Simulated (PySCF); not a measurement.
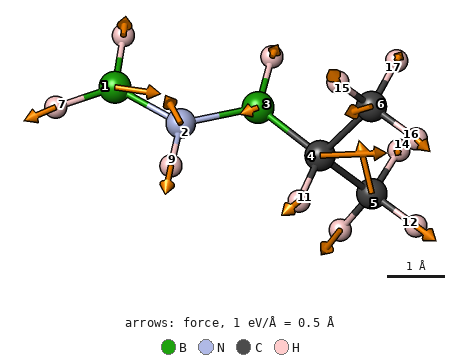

Starting geometry of C₃H₁₁B₂N with the computed forces as orange arrows. The picture is a ball-and-stick view, seen from a free direction.

The start comes from GFN2-xTB. Its atoms were then displaced at random by about 0.01 Å.

Level of theory: PBE0-D3(BJ)/def2-SVP geometry optimisation, gas phase in PySCF. 

> Is this structure relaxed? If not, where do the atoms go?

It isn't relaxed: the largest force vector, on a C atom, is 2.44 eV/Å. The final displacements follow the starting forces only in part (cosine between the two patterns 0.31). Over 6 geometry steps the energy falls by 0.236 eV. The largest move after the best rigid fit is that of an H atom, 0.10 Å. Largest moves by element: H 0.10 Å, B 0.07 Å, C 0.07 Å, N 0.05 Å. Among the contacts that change: B–H 1.160 → 1.210 Å, C–H 1.062 → 1.102 Å, C–C 1.561 → 1.531 Å, C–H 1.079 → 1.107 Å. Among the angles between lasting bonds that change: B–C–H 114.4° → 109.9°, C–C–C 107.2° → 110.9°, C–C–H 109.1° → 112.2°. Cost: 38 s on 1 thread of Arm Neoverse V2, on a shared host.
